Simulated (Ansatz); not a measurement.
## Electronic structure of CGeO (charge +1, doublet) in real space

The calculation's input:

```
crystal:
  periodic: [false, false, false]
  atoms:
    - symbol: C
      position_ang: [0.000000, 0.000000, -1.553379]
    - symbol: Ge
      position_ang: [0.000000, 0.000000, 1.964413]
    - symbol: O
      position_ang: [0.000000, 0.000000, -0.411034]
basis:
  gaussian:
    orbitals: def2-TZVPD
hamiltonian:
  xc: pbe0
magnetization:
  spin_polarized: true
  initial_magnetization: 1
output: {forces: true, orbitals: {seedname: orbitals}}
total_charge: 1
```

Run with:

```sh
ansatz run input.yaml --threads 1 --pin off --max-ram 2610MiB --events-out events.jsonl --progress --plain --runs-dir runs
```

Geometry: B3LYP-D3(BJ)/6-311G**.

Method: isolated molecule in a Gaussian basis; Kohn-Sham density functional theory, functional PBE0 in Ansatz.

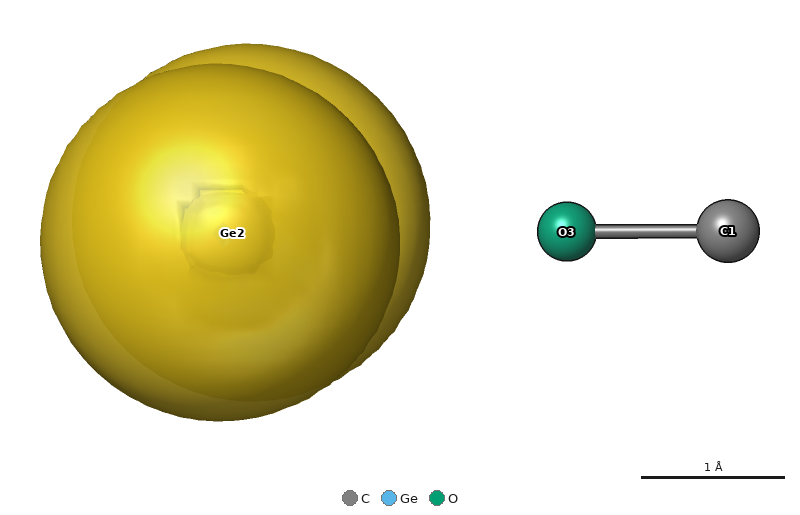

Figure 1. Isosurfaces of the spin density at +0.02 (yellow) and −0.02 e/Å³ (cyan), seen from one side.

### Where is the unpaired spin?

The unpaired spin (1 electron) lies mostly on Ge2 (about 1.0), in electrons by Hirshfeld's partition.

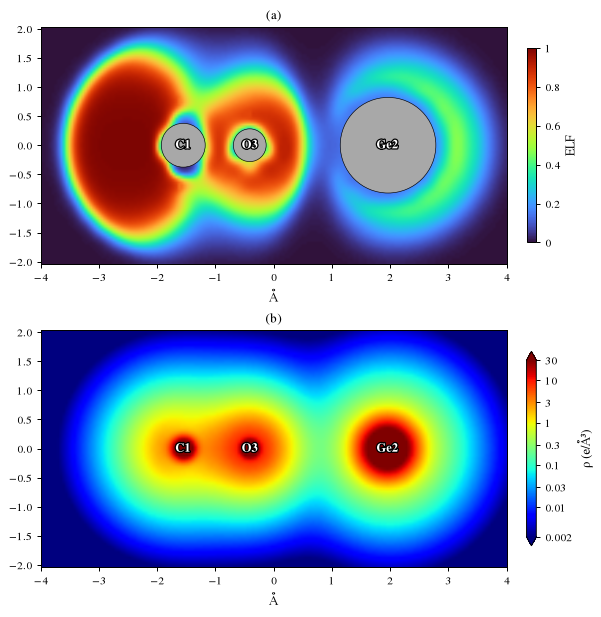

Figure 2. (a) ELF; (b) total electron density on a plane that holds the molecular axis. Grey discs cover the atomic cores in the ELF map.

### What does the map show?

Atoms in the plane: C, Ge and O. Ge2···O3 (2.38 Å): the density falls to about 0.23 e/Å³ on the way; the ELF dips to about 0.10 between them. C–O (1.14 Å): the density is about 4 e/Å³ at the midpoint; the ELF peaks at about 0.85 between the atoms; a short, multiple covalent bond. The ELF also peaks beside C1, away from the bonds: non-bonding electrons, paired or unpaired.

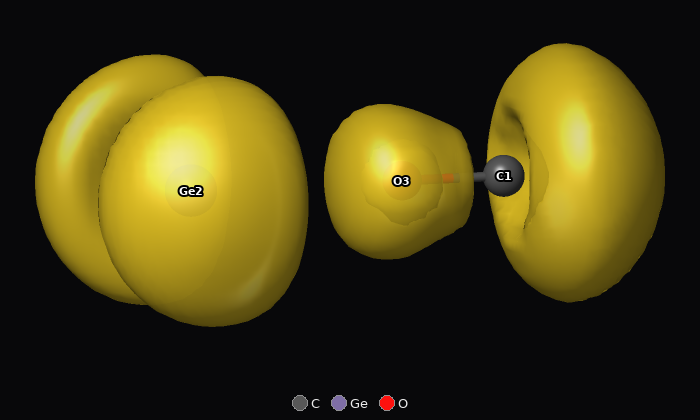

Figure 3. Isosurface of the ELF at 0.75 (yellow), seen from one side. Core shells and regions of very low density are left out.

### Describe the localisation domains.

The surface consists of one region on O in which the atom's valence shell and bonds are merged, one lobe on C, pointing away from the bonds (non-bonding electrons) and two lobes on Ge, pointing away from the bonds (non-bonding electrons).

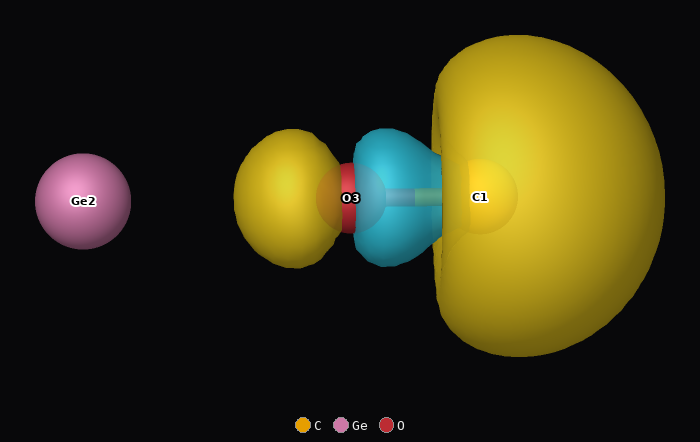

Figure 4. The HOMO (β) at ±0.1 Å⁻³ᐟ² (yellow and cyan are the two phases), seen from one side.

### Where does this orbital lie, and at what energy?

By Hirshfeld shares it lies mainly on C1 (about 85 %) and O3 (about 10 %); it is of σ type. Its energy is −15.85 eV.
